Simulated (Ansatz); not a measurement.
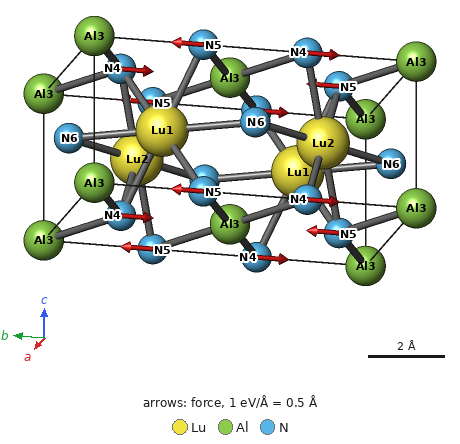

Starting geometry of a crystal of Lu2AlN3 (a generated structure, set up in Cmmm) (coarse preliminary run) with the computed forces as red arrows. Style: ball-and-stick. Shown: the conventional cell (2 times the calculation's cell), from a free direction. Lengths and directions refer to the drawn axes.

The calculation used Ansatz 0.2.0, DFT PBE, scalar-relativistic, plane waves, PAW. Set-up: plane-wave cutoff 420 eV; k-point mesh 4 × 4 × 4; occupations gaussian; smearing width 0.1 eV; no spin polarisation; cell and atoms relaxed; force threshold 0.04 eV/Å; at most 70 steps.

### Is this structure relaxed? If not, where do the atoms go?

It isn't relaxed: the largest force vector, on N atoms, is 1.81 eV/Å. The atoms end up moving mostly along the starting forces (cosine between the two patterns 1.00). The largest moves relative to the cell, 1.20 Å, are those of N4 and N5. N5 goes along +b. Lu and Al stay in place. The volume changes by −3.2 %, with a 5.239 → 6.046 Å (+15.4 %), b 8.798 → 8.748 Å (−0.6 %), c 4.064 → 3.429 Å (−15.6 %). Some distances before and after: Al3–N4 2.982 → 1.760 Å, Al3–N4 (another image) 2.978 → 3.996 Å, Lu1–Lu1 4.064 → 3.429 Å, Lu1–Lu2 2.619 → 3.023 Å. New bonds form: Al3–N4 (2.98 → 1.76 Å), Al3–N5 (2.98 → 1.76 Å). Bond angles that change, for instance: N4–Lu1–N6 58.1° → 77.4°, N4–Lu1–N6 121.9° → 102.6°, Lu1–N4–Lu2 62.0° → 81.1°. The space group stays Cmmm (No. 65). The energy falls by 1415 meV per atom in 11 accepted moves (13 points after the start). Largest force component: 1.8 eV/Å at the start, 0.014 eV/Å at the end. Pressure: −9.92 GPa at the start and −0.03 GPa at the end. The SCF was repeated twice at an unchanged geometry on a basis and grid sized afresh for the cell, which shifted the energy by 9.0 meV per atom at most.

Limits of the set-up: the k-point mesh is coarse for a cell with partly filled bands.
